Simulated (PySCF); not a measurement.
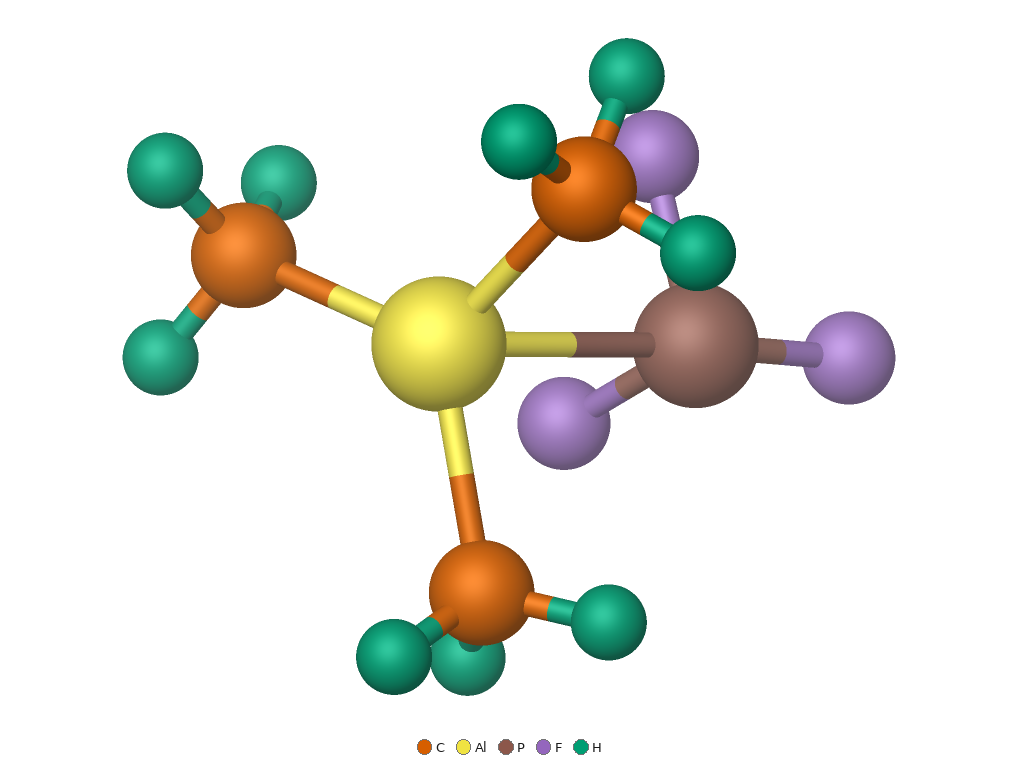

Computed geometry: GFN2-xTB optimisation. No frequency run is at hand to confirm it as a minimum. Properties computed with B3LYP/def2-SVPD, gas phase (PySCF 2.14.0). Excitations: vertical, linear response.

Estimate the LUMO energy (Kohn–Sham orbital).

−2.70 eV.

What is the brightest of the 8 lowest singlets?

6.02 eV.

Give the HOMO energy (Kohn–Sham orbital) at this level.

−7.52 eV.

Give the mean static polarisability at this level.

94.9 bohr³.

The geometry is semi-empirical. Around Al, P such bond lengths and angles can be off by a tenth of an ångström or more and by several degrees, and values that hang on the shape move with them.
